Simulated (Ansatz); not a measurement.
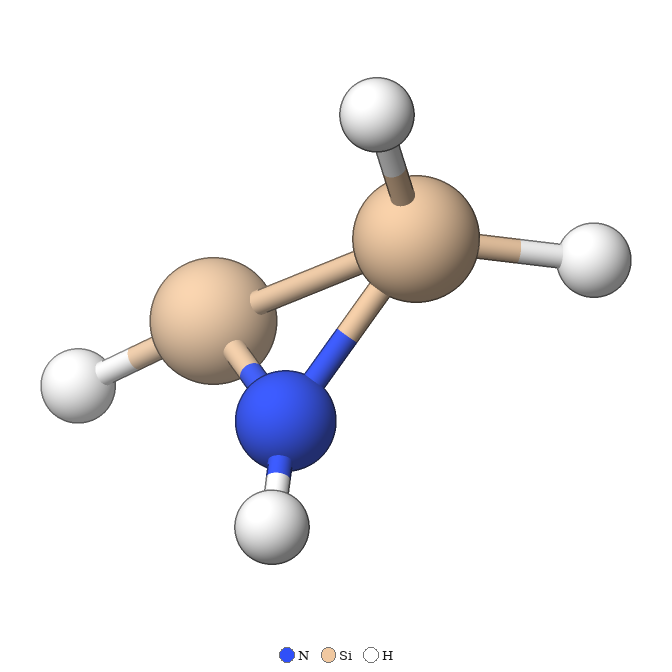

The species has charge +1 and is a spin singlet. The geometry was computed by an optimisation with PBE0-D4/def2-TZVP. No frequency run is at hand to confirm it as a minimum.

Draw it as a skeletal formula.

SMILES: N1[SiH+][SiH2]1

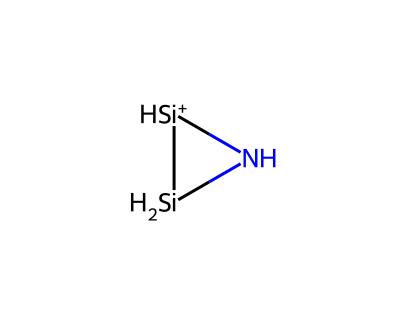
